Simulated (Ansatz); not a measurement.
## Electronic structure of Cl3F3Mo (SMILES [F][Mo]([F])([F])([Cl])([Cl])[Cl]) in real space

Input file:

```
crystal:
  periodic: [false, false, false]
  atoms:
    - {symbol: F, position_ang: [-1.383813, -0.041524, -1.252450]}
    - {symbol: Mo, position_ang: [-0.029407, -0.044198, -0.011235]}
    - {symbol: F, position_ang: [-1.302296, -0.470105, 1.243121]}
    - {symbol: F, position_ang: [0.133029, -1.846817, -0.326221]}
    - {symbol: Cl, position_ang: [1.463118, 0.370918, -1.646395]}
    - {symbol: Cl, position_ang: [-0.387508, 2.145584, 0.376659]}
    - {symbol: Cl, position_ang: [1.568078, -0.181959, 1.570823]}
basis:
  gaussian: {orbitals: def2-TZVPP}
hamiltonian: {xc: pbe0, dispersion: d4}
output: {orbitals: {seedname: orbitals}}
```

Launched as:

```sh
ansatz run in.yaml --threads 4 --pin off --events-out ev --progress --plain --max-ram 11315MiB
```

Geometry: PBE0-D4/def2-TZVP; core potentials replace the inner electrons of Mo.

The calculation used RKS PBE0-D4/def2-TZVPP (Ansatz).

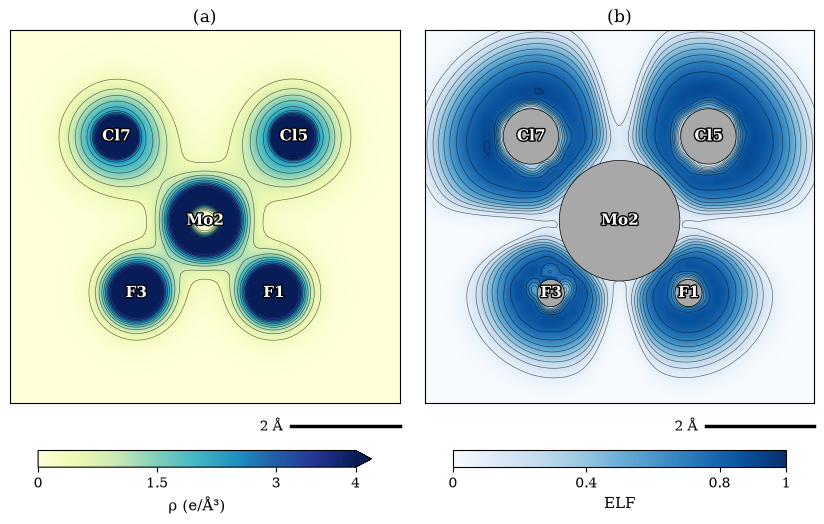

Figure 1. (a) electron density; (b) electron localisation function on the plane of atoms F1, Mo2 and Cl5. Grey discs cover the atomic cores in the ELF map.

> Interpret the plot.

Atoms in the plane: F, Mo and Cl. Mo–F (1.84 Å): ρ at the midpoint is about 1.2 e/Å³; the ELF peaks at about 0.80 in the valence shell of F, 0.5 Å from its nucleus, and drops to about 0.25 between the two atoms. Mo–Cl (2.25 Å): the density is about 0.77 e/Å³ at the midpoint; the ELF peaks at about 0.85 in the valence shell of Cl, 0.8 Å from its nucleus, and is about 0.40 at the midpoint.

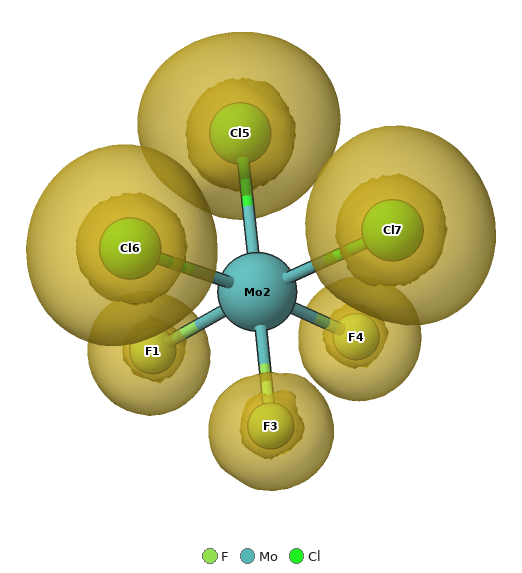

Figure 2. Isosurface of the electron localisation function at 0.75 (yellow), seen at an oblique angle. Core shells and regions of very low density are left out.

> Describe the localisation domains.

The ELF exceeds this value in three regions wrapped around Cl (the valence shell of each) and three regions wrapped around F (the valence shell of each).

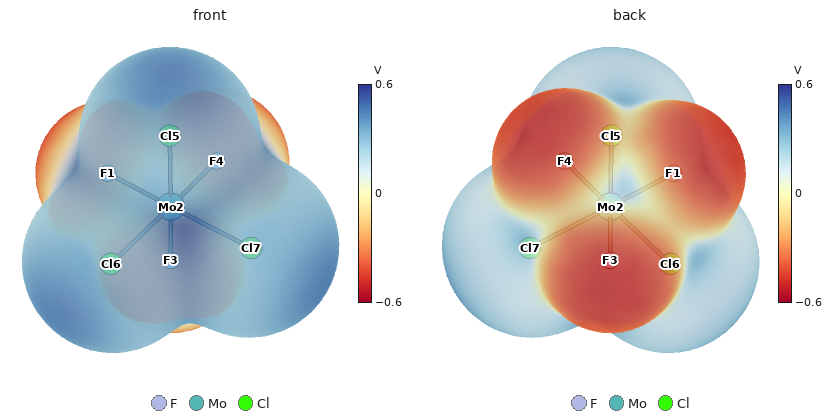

Figure 3. The electrostatic potential painted on the density surface at 0.001 e/bohr³, seen from the front and from behind; the colour scale runs from red (negative) to blue (positive).

> Describe the electrostatic potential map.

The most negative region (about −0.5 V) lies over F1, F3 and F4, the most positive (about +0.5 V) over Mo2, Cl5, Cl6 and Cl7.

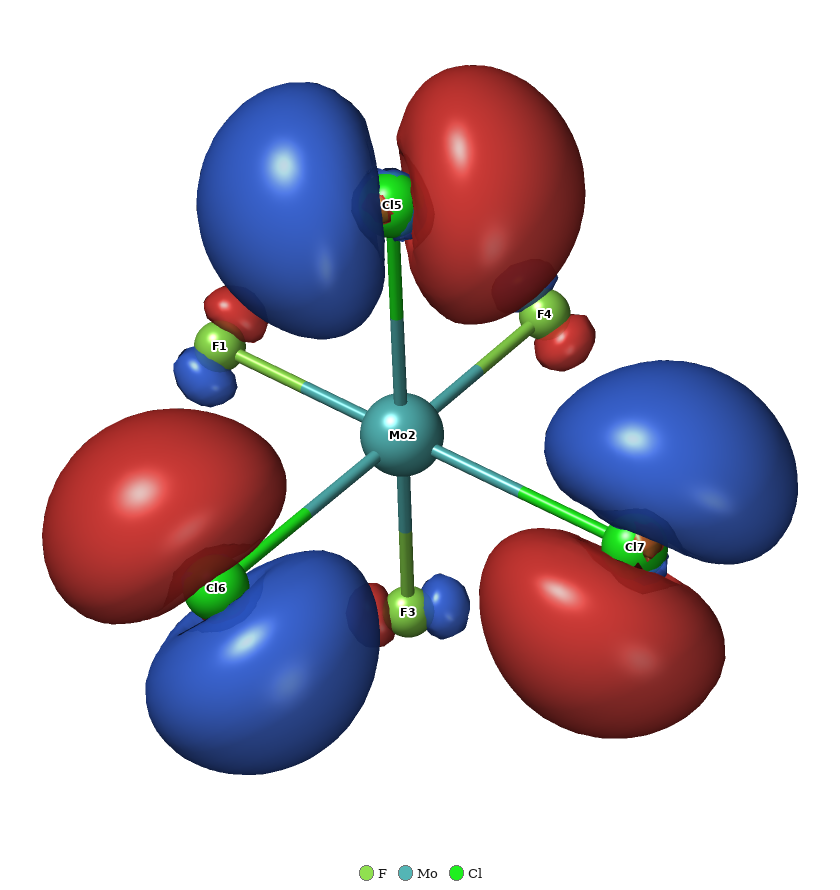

Figure 4. The HOMO at ±0.1 Å⁻³ᐟ² (red and blue are the two phases), seen at a tilt.

> Describe this orbital and give its energy.

It lies mainly on Cl5 (about 30 %), Cl6 (about 30 %) and Cl7 (about 30 %); largely a combination of lone pairs on Cl5, Cl6 and Cl7. Its energy is −9.83 eV.
